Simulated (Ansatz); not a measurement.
# C3H6F2Si (SMILES FC[Si]1(F)CC1): what the fields show

The calculation's input:

```
crystal:
  periodic: [false, false, false]
  atoms:
    - {symbol: F, position_ang: [0.621112, -1.756876, 1.378249]}
    - {symbol: C, position_ang: [0.743784, -1.735858, -0.004379]}
    - {symbol: Si, position_ang: [0.102781, -0.086374, -0.644920]}
    - {symbol: F, position_ang: [0.253332, -0.085298, -2.235393]}
    - {symbol: C, position_ang: [0.220451, 1.457591, 0.300962]}
    - {symbol: C, position_ang: [-1.232210, 0.839179, 0.163479]}
    - {symbol: H, position_ang: [1.797025, -1.885312, -0.263437]}
    - {symbol: H, position_ang: [0.174942, -2.575053, -0.417833]}
    - {symbol: H, position_ang: [0.635622, 1.460117, 1.304200]}
    - {symbol: H, position_ang: [0.362947, 2.406018, -0.208198]}
    - {symbol: H, position_ang: [-1.675733, 0.474729, 1.085076]}
    - {symbol: H, position_ang: [-1.926855, 1.432039, -0.423904]}
basis:
  gaussian: {orbitals: def2-TZVPP}
hamiltonian: {xc: pbe0, dispersion: d4}
output: {orbitals: {seedname: orbitals}}
```

Launched as:

```sh
ansatz run in.yaml --threads 4 --pin off --events-out ev --progress --plain --max-ram 10444MiB
```

Geometry: PBE0-D4/def2-TZVP.

Method: RKS PBE0-D4/def2-TZVPP (Ansatz 0.2.0).

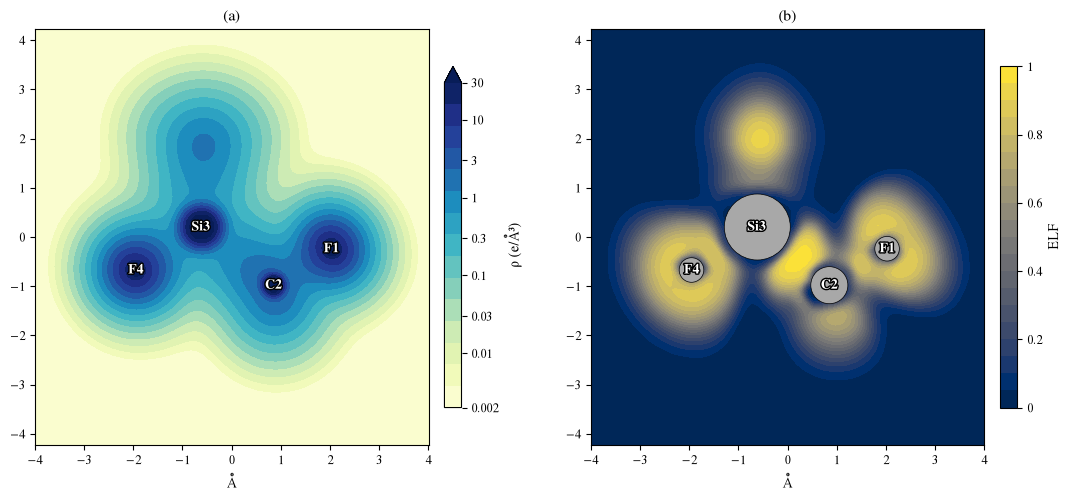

Figure 1. (a) total electron density; (b) electron localisation function on the plane of atoms F1, C2 and Si3. Grey discs cover the atomic cores in the ELF map.

Interpret the plot.

Answer. The section cuts through F, C and Si sites.
C–F (1.39 Å): ρ is about 2 e/Å³ halfway, with its minimum of 1.6 e/Å³ about 0.5 Å from C; the ELF peaks at about 0.80 between the atoms, as expected for a shared but strongly polarised pair.
Si–F (1.60 Å): the density is about 1.1 e/Å³ at the midpoint; the ELF peaks at about 0.85 in the valence shell of F, 0.6 Å from its nucleus, and is about 0.35 at the midpoint.
C–Si (1.88 Å): ρ is about 1 e/Å³ halfway; the ELF peaks at about 1 between the atoms: localised, covalent bonding.
The ELF also peaks beside F4 and F1, away from the bonds: lone-pair regions.

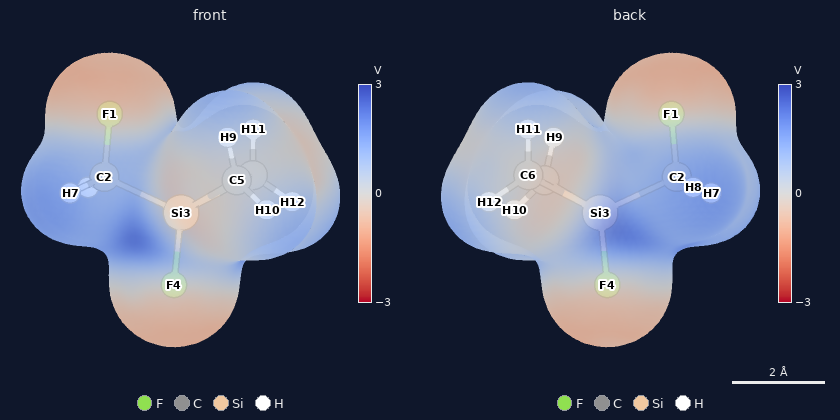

Figure 2. The molecular electrostatic potential painted on the density surface at 0.004 e/bohr³, seen from the front and from behind; red is negative and blue positive.

Which sites attract a positive test charge, and which a negative one?

Answer. A positive charge is drawn to the negative regions and a negative charge to the positive ones. The most negative region (about −0.9 V, or −21 kcal/mol for a unit charge) lies over F1 and F4, the most positive (about +2.2 V, or +51 kcal/mol for a unit charge) over Si3.

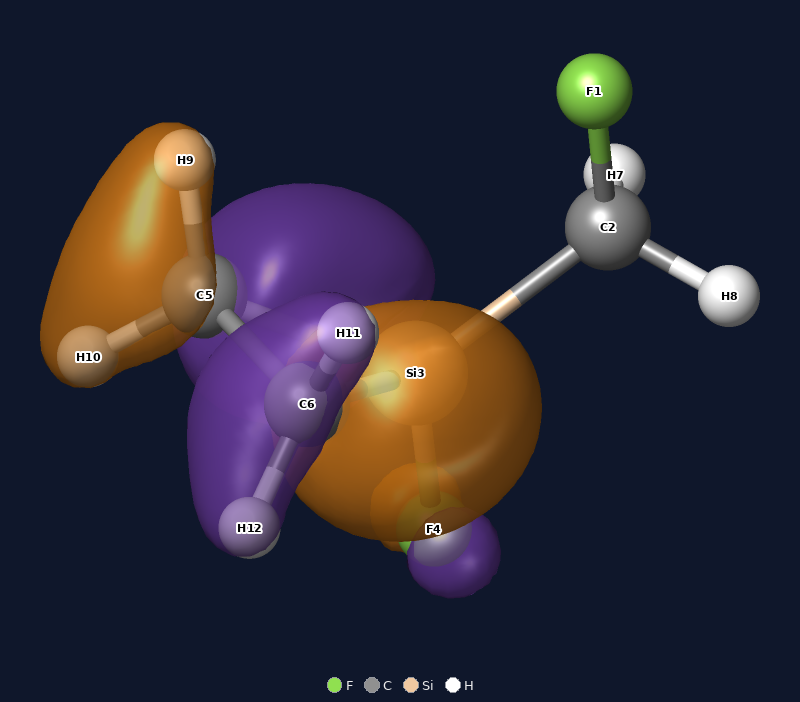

Figure 3. The HOMO at ±0.15 Å⁻³ᐟ² (orange and purple are the two phases), seen at an oblique angle.

Describe this orbital and give its energy.

Answer. By Hirshfeld shares it lies mainly on Si3 (about 30 %), C5 (about 25 %) and C6 (about 25 %). Its energy is −7.17 eV.

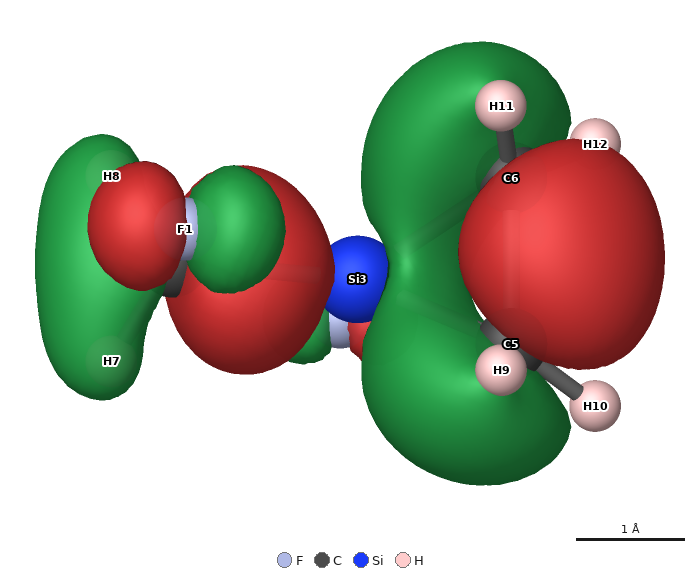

Figure 4. The HOMO−1 at ±0.1 Å⁻³ᐟ² (green and red are the two phases), seen from one side.

Where does this orbital lie, and at what energy?

Answer. By Hirshfeld shares it lies mainly on C5 (about 25 %), C6 (about 25 %), C2 (about 15 %), Si3 (about 15 %) and F1 (about 10 %). Its energy is −8.31 eV.
